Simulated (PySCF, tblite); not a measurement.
# C6H9ClSi: geometry, infrared bands and NMR shifts

Wanted: the infrared bands and NMR shifts of C6H9ClSi (`C=C/C=C(\C=C)[SiH2]Cl`), by calculation.

Computed with tblite 0.8.0 and PySCF 2.14.0, with density-fitted response routines of our own, on a single molecule in the gas phase. Atoms count from 0, in the outputs and in this text.

## Step 1: The starting structure

17 atoms, charge 0, multiplicity 1; geometry from: force field or distance geometry start.

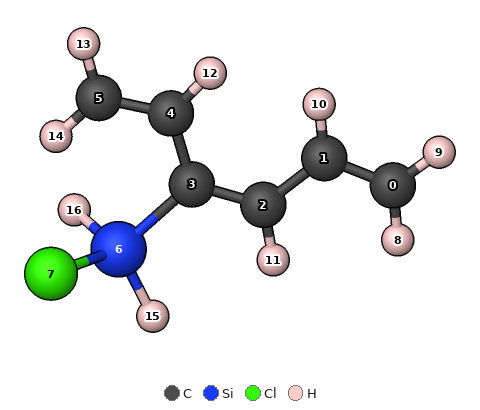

The starting geometry (carbon dark grey, silicon blue, chlorine green, hydrogen pink), atoms numbered.

## Step 2: Relaxing the molecule with GFN2-xTB

The job: settings as JSON, then the geometry in Å.

```
{"job": {"kind": "relax", "xc": "GFN2-xTB", "basis": "xTB"}, "charge": 0, "multiplicity": 1}
C      2.882100    -1.277400    -0.720500
C      1.958700    -0.360500    -0.440000
C      0.605600    -0.828700    -0.249500
C     -0.419600    -0.022900     0.030300
C     -0.215900     1.402400     0.212200
C     -1.288500     2.125300     0.493100
Si    -2.117200    -0.747300     0.234700
Cl    -2.719400    -0.308300     2.187500
H      2.547700    -2.296600    -0.803300
H      3.898700    -0.958400    -0.852800
H      2.285000     0.649600    -0.346300
H      0.347200    -1.892800    -0.357600
H      0.739000     1.893200     0.113600
H     -1.125700     3.204500     0.617900
H     -2.284100     1.692500     0.612200
H     -2.088300    -2.190100    -0.032500
H     -3.012200    -0.072500    -0.708900
```

Launch:

```console
$ OMP_NUM_THREADS=1 python probes_run.py task.json out
```

The driver reads the jobs from task.json and runs them one after another.

The program printed:

```text
step      E/eV     max force
  0    -643.74194    1.447
  1    -643.84073    0.892
  2    -643.92032    0.982
  3    -643.99606    0.949
  4    -644.05485    0.706
  5    -644.09431    0.436
  6    -644.11129    0.358
  7    -644.12499    0.299
  8    -644.13454    0.245
  9    -644.14267    0.244
 10    -644.15125    0.256
 11    -644.15987    0.237
 12    -644.16699    0.211
 13    -644.17051    0.117
 14    -644.17180    0.084
 15    -644.17264    0.080
 16    -644.17367    0.110
 17    -644.17459    0.101
 18    -644.17533    0.065
 19    -644.17603    0.070
 20    -644.17696    0.094
 21    -644.17815    0.136
 22    -644.17929    0.113
 23    -644.18003    0.054
 24    -644.18047    0.045
 25    -644.18084    0.057
 26    -644.18115    0.055
 27    -644.18135    0.035
 28    -644.18146    0.023
 29    -644.18152    0.026
 30    -644.18158    0.024
 31    -644.18163    0.015
 32    -644.18166    0.013
 33    -644.18169    0.010
 34    -644.18170    0.011
 35    -644.18171    0.009
```

It took 0.56 s on 1 thread of Arm Neoverse N1, shared host.

Along the way: (not every step is listed)

| step | energy from step 0 (eV) | largest force (eV/Å) |
| --- | --- | --- |
| 0 | 0.0000 | 1.4465 |
| 1 | -0.0988 | 0.8920 |
| 2 | -0.1784 | 0.9824 |
| 3 | -0.2541 | 0.9489 |
| 4 | -0.3129 | 0.7061 |
| 5 | -0.3524 | 0.4357 |
| 6 | -0.3694 | 0.3576 |
| 7 | -0.3831 | 0.2993 |
| 8 | -0.3926 | 0.2446 |
| 10 | -0.4093 | 0.2557 |
| 12 | -0.4251 | 0.2113 |
| 14 | -0.4299 | 0.0843 |
| 16 | -0.4317 | 0.1104 |
| 18 | -0.4334 | 0.0654 |
| 20 | -0.4350 | 0.0939 |
| 22 | -0.4374 | 0.1133 |
| 24 | -0.4385 | 0.0453 |
| 26 | -0.4392 | 0.0546 |
| 28 | -0.4395 | 0.0233 |
| 30 | -0.4396 | 0.0242 |
| 31 | -0.4397 | 0.0149 |
| 32 | -0.4397 | 0.0134 |
| 33 | -0.4398 | 0.0103 |
| 34 | -0.4398 | 0.0114 |
| 35 | -0.4398 | 0.0094 |

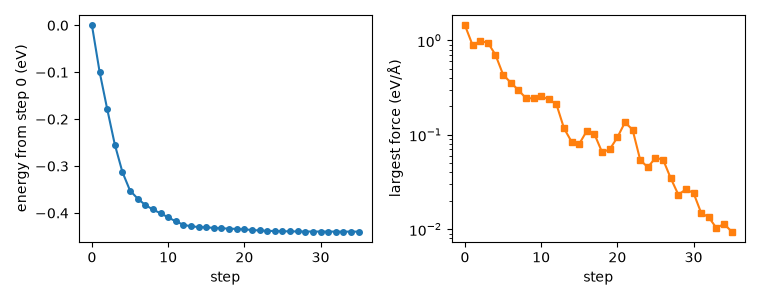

Energy and largest force along the relaxation.

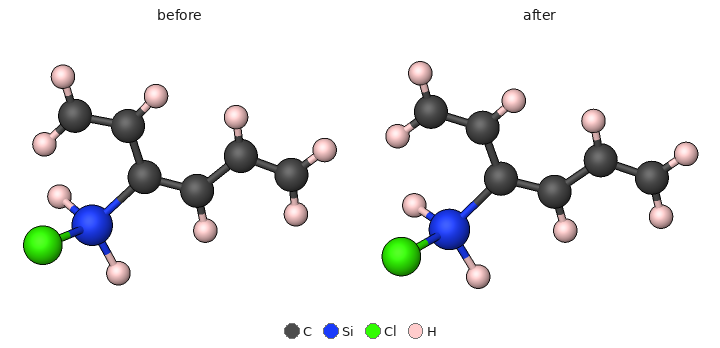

The geometry before (left) and after (right).

Close pairs (by a distance rule), those that changed most:

| bond | before (Å) | after (Å) | change (Å) |
| --- | --- | --- | --- |
| Si6–Cl7 | 2.090 | 2.023 | -0.067 |
| C3–Si6 | 1.857 | 1.894 | +0.037 |
| C5–H13 | 1.099 | 1.077 | -0.022 |
| C2–C3 | 1.334 | 1.355 | +0.022 |
| C2–H11 | 1.100 | 1.084 | -0.017 |
| C5–H14 | 1.092 | 1.077 | -0.015 |
| C1–H10 | 1.066 | 1.080 | +0.015 |
| C4–C5 | 1.324 | 1.330 | +0.006 |

The next job starts from the end point, and lists it.

## Step 3: Vibrational analysis with GFN2-xTB

The job: settings as JSON, then the geometry in Å.

```
{"job": {"kind": "ir", "xc": "GFN2-xTB", "basis": "xTB"}, "charge": 0, "multiplicity": 1}
C      2.927559    -1.315402    -0.734788
C      1.980107    -0.423986    -0.444433
C      0.602389    -0.792255    -0.251481
C     -0.445741     0.012161     0.050665
C     -0.290039     1.443041     0.224736
C     -1.275859     2.294725     0.492587
Si    -2.153461    -0.783968     0.247709
Cl    -2.821970    -0.546908     2.142424
H      2.702187    -2.363960    -0.841269
H      3.955990    -1.030265    -0.874118
H      2.252525     0.616917    -0.347507
H      0.412190    -1.852577    -0.369531
H      0.711602     1.839797     0.127743
H     -1.086441     3.347992     0.612143
H     -2.299348     1.981059     0.607746
H     -2.040997    -2.221105     0.006509
H     -3.137692    -0.193235    -0.659046
```

The program printed:

```text
mode    cm-1     km/mol
  1       5.6      0.41
  2      72.0      0.65
  3      88.2      0.86
  4     102.7      0.69
  5     167.2      0.52
  6     181.3      2.19
  7     220.1      2.82
  8     351.2      0.43
  9     360.2      8.08
 10     395.6      0.59
 11     463.5     44.86
 12     502.1     46.71
 13     533.8     51.09
 14     578.6     24.72
 15     611.6      1.06
 16     691.0    126.31
 17     705.8    207.30
 18     749.2    175.43
 19     796.8    204.32
 20     862.2      8.94
 21     881.4      4.07
 22     895.0     12.59
 23     949.6      4.57
 24     976.4      6.87
 25     990.1     10.05
 26    1003.9     25.00
 27    1130.8     14.90
 28    1217.2      5.25
 29    1268.7      2.61
 30    1332.1      2.69
 31    1337.6      2.26
 32    1403.0      1.86
 33    1418.3      0.53
 34    1575.0     19.16
 35    1636.4      0.58
 36    1658.1      4.03
 37    2242.1    289.97
 38    2268.9    143.63
 39    3036.8     23.33
 40    3059.3     19.90
 41    3081.0     34.65
 42    3100.8     20.84
 43    3105.8     14.34
 44    3130.6     35.12
 45    3132.3     81.21
```

Wall time 1.2 s (1 thread of Arm Neoverse N1, shared host).

Which atoms move in the most intense modes:

| cm⁻¹ | km/mol | atoms |
| --- | --- | --- |
| 534 | 51.1 | Si6 27 %, H16 15 %, C4 15 %, H15 13 % |
| 691 | 126.3 | H15 21 %, H16 12 %, C4 11 %, C3 11 % |
| 706 | 207.3 | H15 22 %, H16 20 %, C3 18 %, C4 10 % |
| 749 | 175.4 | C2 25 %, C3 16 %, H15 11 %, Si6 10 % |
| 797 | 204.3 | H16 46 %, H15 45 % |
| 2242 | 290.0 | H16 70 %, H15 26 % |
| 2269 | 143.6 | H15 71 %, H16 27 % |
| 3132 | 81.2 | H9 61 %, H8 19 % |

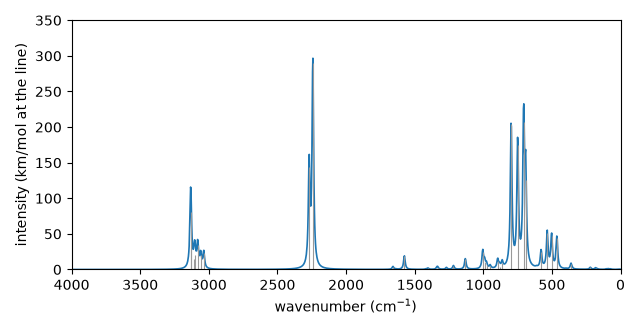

The infrared spectrum from these modes, unscaled. Lines are broadened to a width of 14 cm⁻¹ (Lorentzian).

## Step 4: Shielding tensors: PBE0/pcSseg-1

Same as in step 3 but for these lines:

```diff
@@ -1,2 +1,2 @@
-{"job": {"kind": "ir", "xc": "GFN2-xTB", "basis": "xTB"}, "charge": 0, "multiplicity": 1}
+{"job": {"kind": "nmr", "xc": "PBE0", "basis": "pcSseg-1"}, "charge": 0, "multiplicity": 1}
 C      2.927559    -1.315402    -0.734788
```

Method: GIAO PBE0/pcSseg-1 NMR shielding, non-relativistic, gas phase.

The program printed:

```text
coarse grid: 15344 points
cycle   1  E = -983.0206779083  dE =  9.340e-01  |g| = 4.055e-01  |ddm| = 3.947e+00
cycle   2  E = -983.0252503412  dE = -4.572e-03  |g| = 3.979e-01  |ddm| = 9.149e-01
cycle   3  E = -983.0670539381  dE = -4.180e-02  |g| = 3.214e-02  |ddm| = 4.545e-01
cycle   4  E = -983.0671259293  dE = -7.199e-05  |g| = 2.779e-02  |ddm| = 6.230e-02
cycle   5  E = -983.0673160850  dE = -1.902e-04  |g| = 8.016e-03  |ddm| = 3.170e-02
cycle   6  E = -983.0673336236  dE = -1.754e-05  |g| = 2.101e-03  |ddm| = 1.105e-02
cycle   7  E = -983.0673347864  dE = -1.163e-06  |g| = 4.498e-04  |ddm| = 2.615e-03
final grid: 139272 points
cycle   8  E = -983.1144540196  dE = -3.793e-05  |g| = 7.308e-03  |ddm| = 3.968e-02
cycle   9  E = -983.1144540287  dE = -9.138e-09  |g| = 7.033e-03  |ddm| = 1.426e-02
cycle  10  E = -983.1144674369  dE = -1.341e-05  |g| = 1.148e-03  |ddm| = 7.784e-03
cycle  11  E = -983.1144677382  dE = -3.013e-07  |g| = 4.013e-04  |ddm| = 1.428e-03
cycle  12  E = -983.1144677802  dE = -4.203e-08  |g| = 4.977e-05  |ddm| = 3.742e-04
cycle  13  E = -983.1144677807  dE = -4.438e-10  |g| = 2.581e-05  |ddm| = 8.019e-05
converged SCF energy = -983.1144677807

GIAO shielding tensors (ppm)
atom      isotropic    diamagn.    paramagn.     s11        s22        s33       span
  0 C       55.344     252.720    -197.376    -52.699     58.476    160.254    212.953
  1 C       48.578     255.868    -207.291    -69.829     44.089    171.473    241.302
  2 C       36.534     253.636    -217.101    -63.806     39.533    133.876    197.683
  3 C       43.846     261.260    -217.414    -41.487     13.969    159.055    200.542
  4 C       47.152     254.780    -207.629    -70.242     47.529    164.167    234.409
  5 C       59.123     255.598    -196.476    -45.075     59.761    162.682    207.756
  6 Si     364.994     880.035    -515.041    325.767    367.724    401.490     75.723
  7 Cl     992.468    1148.624    -156.157    948.457    977.970   1050.976    102.518
  8 H       25.989      30.928      -4.939     22.809     25.370     29.788      6.979
  9 H       25.945      28.155      -2.211     23.566     25.104     29.164      5.598
 10 H       24.419      33.064      -8.645     21.777     21.984     29.496      7.719
 11 H       25.153      35.088      -9.935     22.142     22.591     30.727      8.586
 12 H       24.398      33.735      -9.337     21.340     22.941     28.913      7.572
 13 H       25.981      29.360      -3.379     24.088     25.080     28.775      4.687
 14 H       25.900      32.331      -6.431     22.663     25.230     29.807      7.145
 15 H       26.625      29.186      -2.561     22.609     25.512     31.754      9.145
 16 H       26.080      29.101      -3.021     23.172     24.228     30.840      7.669
```

Run time: 65 s. Hardware: 1 thread of Arm Neoverse N1, shared host; peak memory 0.87 GiB.

Shifts follow as δ = σ(reference) − σ, with reference shieldings (ppm) from runs at the same level and on the same kind of geometry: ¹H TMS 31.72, ¹³C TMS 186.9, ²⁹Si TMS 349.2, ³⁵Cl HCl 950. The references are single molecules in the gas phase. Atoms listed in one row are averaged.

| atoms | environment | σ (ppm) | δ (ppm) | δ scaled to CDCl3 |
| --- | --- | --- | --- | --- |
| C2 | alkene CH | 36.5 | 150.4 | 144.9 |
| C3 | fully substituted alkene carbon | 43.8 | 143.1 | 137.7 |
| C4 | alkene CH | 47.2 | 139.8 | 134.5 |
| C1 | alkene CH | 48.6 | 138.3 | 133.1 |
| C0 | terminal =CH2 carbon | 55.3 | 131.6 | 126.5 |
| C5 | terminal =CH2 carbon | 59.1 | 127.8 | 122.8 |
| H12 | hydrogen on an alkene CH | 24.40 | 7.32 | 7.01 |
| H10 | hydrogen on an alkene CH | 24.42 | 7.30 | 6.99 |
| H11 | hydrogen on an alkene CH | 25.15 | 6.56 | 6.29 |
| H14 | hydrogen on a terminal =CH2 carbon | 25.90 | 5.82 | 5.59 |
| H9 | hydrogen on a terminal =CH2 carbon | 25.94 | 5.77 | 5.55 |
| H13 | hydrogen on a terminal =CH2 carbon | 25.98 | 5.74 | 5.51 |
| H8 | hydrogen on a terminal =CH2 carbon | 25.99 | 5.73 | 5.51 |
| H15, H16 | hydrogen on a silicon bonded to C, Cl | 26.35 | 5.36 | – |
| Si6 | silicon bonded to C, Cl, 2 H | 365.0 | -15.8 | – |
| Cl7 | chlorine bonded to Si | 992 | -43 | – |

The scaled column applies a straight-line fit of computed shieldings to shifts measured in CDCl3, with any fitted terms for Cl, Br or S neighbours (root-mean-square error 0.16 ppm for H, 1.9 ppm for C).

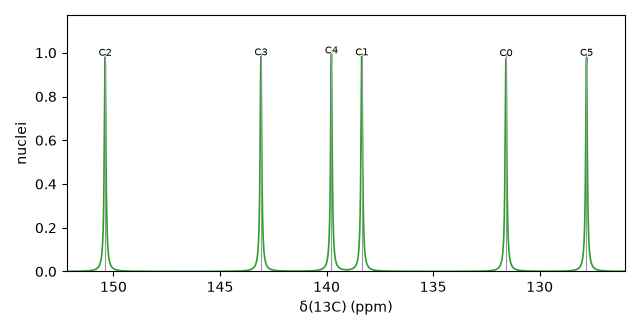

¹³C lines at the computed shifts, without couplings. Lines are broadened to a width of 0.09 ppm (Lorentzian).

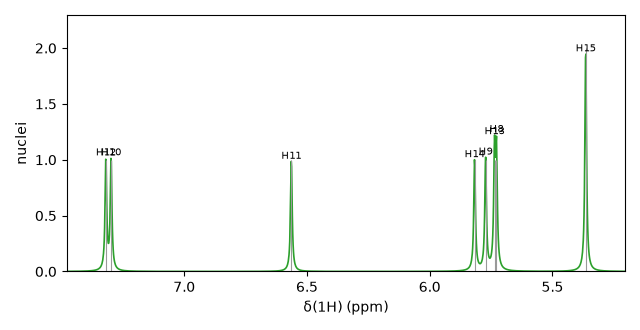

¹H lines at the computed shifts, without couplings. Lines are broadened to a width of 0.01 ppm (Lorentzian).

The run also stored atomic charges by several schemes (e):

| atoms | Mulliken | IAO | Hirshfeld | ESP fit |
| --- | --- | --- | --- | --- |
| C0 | -0.11 | -0.29 | -0.08 | -0.42 |
| C1 | -0.19 | -0.14 | -0.04 | -0.09 |
| C2 | -0.08 | -0.12 | -0.04 | -0.10 |
| C3 | -0.41 | -0.28 | -0.09 | -0.05 |
| C4 | -0.15 | -0.13 | -0.05 | -0.13 |
| C5 | -0.14 | -0.30 | -0.09 | -0.40 |
| Si6 | 0.72 | 0.79 | 0.34 | 0.24 |
| Cl7 | -0.32 | -0.32 | -0.12 | -0.17 |

Hirshfeld charges:

C0 -0.08; C1 -0.04; C2 -0.04; C3 -0.09; C4 -0.05; C5 -0.09; Si6 0.34; Cl7 -0.12; H8 0.05; H9 0.05; H10 0.05; H11 0.04; H12 0.05; H13 0.05; H14 0.04; H15 -0.07; H16 -0.07

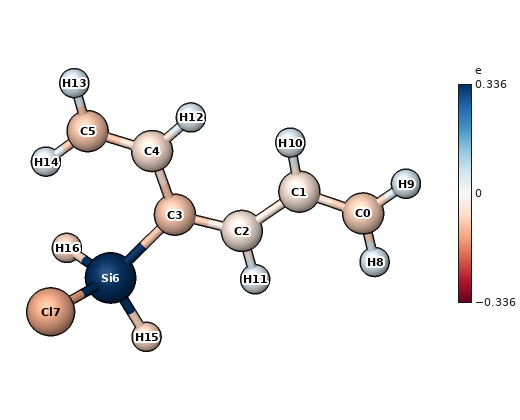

Hirshfeld charges, as colours on the atoms.

Mayer bond orders: C0–C1 1.89, C1–C2 1.12, C2–C3 1.74, C3–C4 1.10, C4–C5 1.92, C3–Si6 0.86, Si6–Cl7 0.97.

## Step 5: Outcome

```
                                                              quantity                                               value
                             strongest single infrared mode (GFN2-xTB)                               2242 cm⁻¹, 290 km/mol
                                          zero-point energy (GFN2-xTB)                                       77.6 kcal/mol
                                ¹³C shifts against TMS (PBE0/pcSseg-1)        150.4, 143.1, 139.8, 138.3, 131.6, 127.8 ppm
¹H shifts against TMS (PBE0/pcSseg-1, means over atoms taken as alike)  7.32, 7.30, 6.56, 5.82, 5.77, 5.74, 5.73, 5.36 ppm
                               ²⁹Si shifts against TMS (PBE0/pcSseg-1)                                           -15.8 ppm
                               ³⁵Cl shifts against HCl (PBE0/pcSseg-1)                                             -43 ppm
```

What this shows: Relaxing lowered the energy by 0.440 eV in 35 steps; the close pair that moved most is Si6–Cl7, from 2.090 to 2.023 Å. All 45 modes are real, so the xTB geometry is a minimum. The strongest single mode, at 2242 cm⁻¹, moves mainly H16. Unscaled tight-binding wavenumbers are off by several per cent, some by more. Its intensities can rank the bands wrongly.
